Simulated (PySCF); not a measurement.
```json
{"atom": "C", "x (Å)": "-3.3610", "y (Å)": "0.3962", "z (Å)": "-0.1850"}
{"atom": "C", "x (Å)": "-2.5669", "y (Å)": "-0.7270", "z (Å)": "0.3988"}
{"atom": "C", "x (Å)": "-1.2889", "y (Å)": "-1.0059", "z (Å)": "0.1891"}
{"atom": "C", "x (Å)": "-0.3156", "y (Å)": "-0.2256", "z (Å)": "-0.6517"}
{"atom": "N", "x (Å)": "0.5715", "y (Å)": "0.5504", "z (Å)": "0.1897"}
{"atom": "B", "x (Å)": "1.9593", "y (Å)": "0.4125", "z (Å)": "0.3638"}
{"atom": "C", "x (Å)": "2.8094", "y (Å)": "-0.6444", "z (Å)": "-0.4738"}
{"atom": "N", "x (Å)": "2.6041", "y (Å)": "1.2537", "z (Å)": "1.2892"}
{"atom": "H", "x (Å)": "-4.1680", "y (Å)": "-0.0005", "z (Å)": "-0.8011"}
{"atom": "H", "x (Å)": "-2.7532", "y (Å)": "1.0592", "z (Å)": "-0.7923"}
{"atom": "H", "x (Å)": "-3.8171", "y (Å)": "0.9787", "z (Å)": "0.6154"}
{"atom": "H", "x (Å)": "-3.1362", "y (Å)": "-1.3695", "z (Å)": "1.0607"}
{"atom": "H", "x (Å)": "-0.8458", "y (Å)": "-1.8452", "z (Å)": "0.7093"}
{"atom": "H", "x (Å)": "0.2913", "y (Å)": "-0.9185", "z (Å)": "-1.2365"}
{"atom": "H", "x (Å)": "-0.8436", "y (Å)": "0.4358", "z (Å)": "-1.3498"}
{"atom": "H", "x (Å)": "0.0660", "y (Å)": "1.2179", "z (Å)": "0.7536"}
{"atom": "H", "x (Å)": "2.7788", "y (Å)": "-0.4214", "z (Å)": "-1.5389"}
{"atom": "H", "x (Å)": "3.8553", "y (Å)": "-0.6511", "z (Å)": "-0.1768"}
{"atom": "H", "x (Å)": "2.4324", "y (Å)": "-1.6574", "z (Å)": "-0.3489"}
{"atom": "H", "x (Å)": "2.1258", "y (Å)": "1.9441", "z (Å)": "1.8405"}
{"atom": "H", "x (Å)": "3.5934", "y (Å)": "1.2351", "z (Å)": "1.4534"}
```

Geometry: GFN2-xTB.

These are results of PBE0/pcSseg-1, SCF density, gas phase, non-relativistic (PySCF), not measurements.

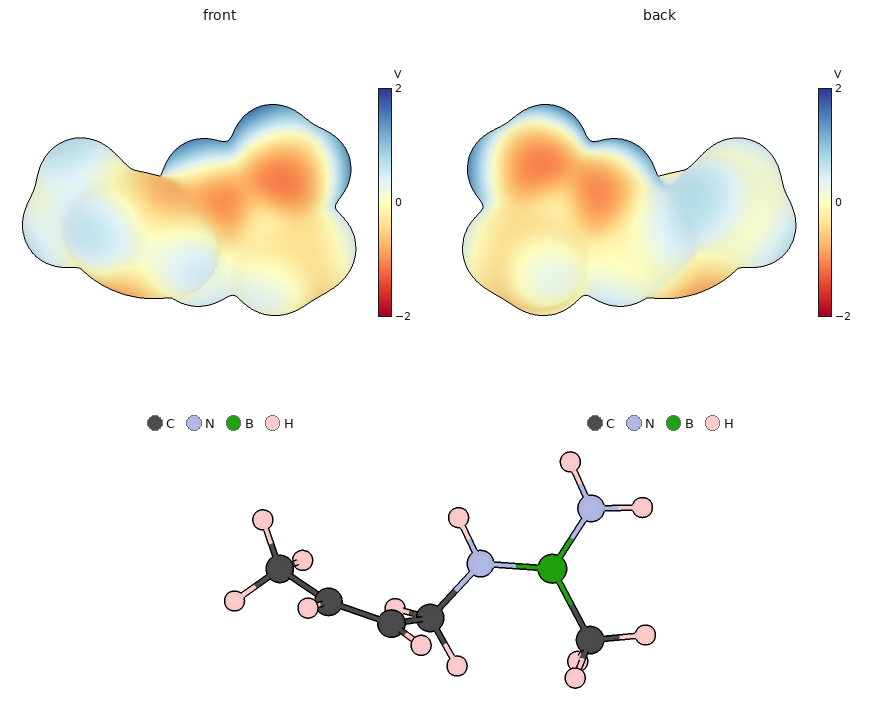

C$_{5}$H$_{13}$BN$_{2}$ (SMILES C/C=C\CNB(C)N). The molecular electrostatic potential painted on the density surface at 0.002 e/bohr³, seen from the front and from behind; the colour scale runs from red (negative) to blue (positive). The bare structure is drawn below in the same view.

**Which sites attract a positive test charge, and which a negative one?**

A positive charge is drawn to the negative regions and a negative charge to the positive ones. The most negative region (about −1.1 V) lies over N8, the most positive (about +1.5 V) over H20 and H21. N8 is the likeliest acceptor of a hydrogen bond.

**How polar is the molecule by this calculation?**

Its dipole moment is 1.38 D.
